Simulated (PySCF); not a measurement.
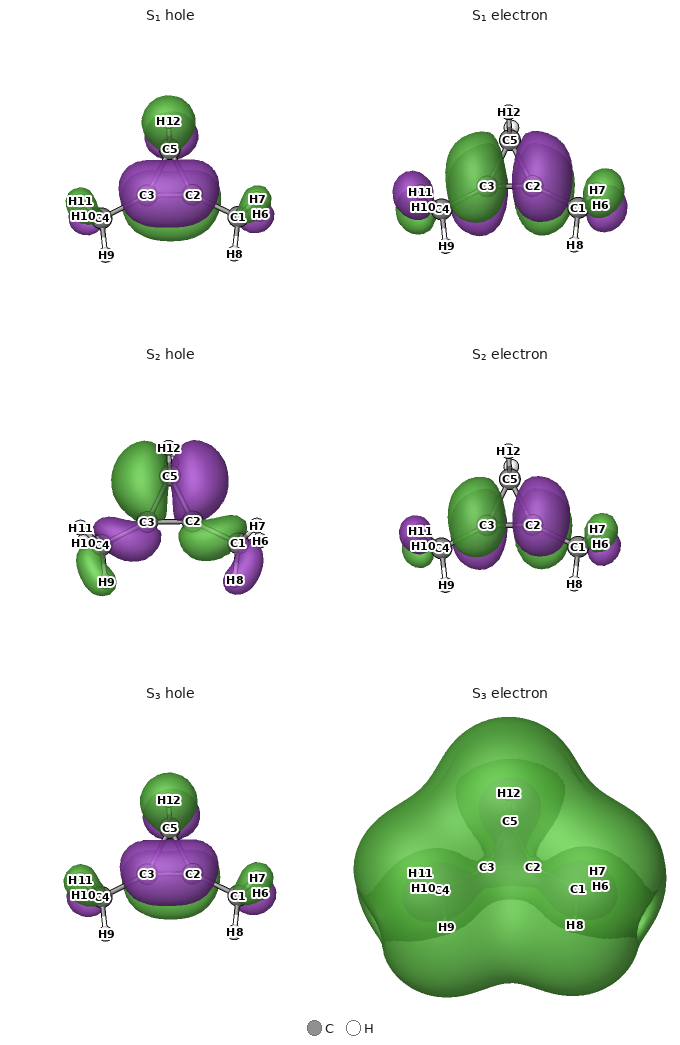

Figure 1: C5H8, SMILES `CC1=C(C)C1`. Leading natural transition orbitals (TDHF singlet states).

Method: HF/6-311G**; geometry: GFN2-xTB; program: PySCF. No frequency check shows the geometry to be a minimum. Without diffuse functions Rydberg states are missing, so the states' numbers hold for this basis only.

**Describe these excited states.**

By state:
- S₁: 7.03 eV (176 nm), f = 0.285 (bright); the leading pair carries 93 %; hole on C2 and C3 (32 % each) and C5 (12 %), electron on C2 and C3 (32 % each) and C1, C4 and C5 (7 % each); their centroids lie 0.2 Å apart.
- S₂: 7.79 eV (159 nm), f = 0.006; the leading pair carries 95 %; hole on C5 (40 %), C2 and C3 (18 % each) and C1 and C4 (6 % each), electron on C2 and C3 (33 % each) and C1, C4 and C5 (7 % each); their centroids lie 0.6 Å apart.
- S₃: 7.89 eV (157 nm), f = 0.023, partly diffuse acceptor orbital, which a basis without diffuse functions describes poorly; the leading pair carries 94 %; hole on C2 and C3 (29 % each), C5 (13 %) and H12 and H13 (6 % each), electron on C5 (11 %), C1, C2, C3 and C4 (9 % each) and H12 and H13 (9 % each) (atom shares of so diffuse an orbital are rough); their centroids lie 0.2 Å apart.
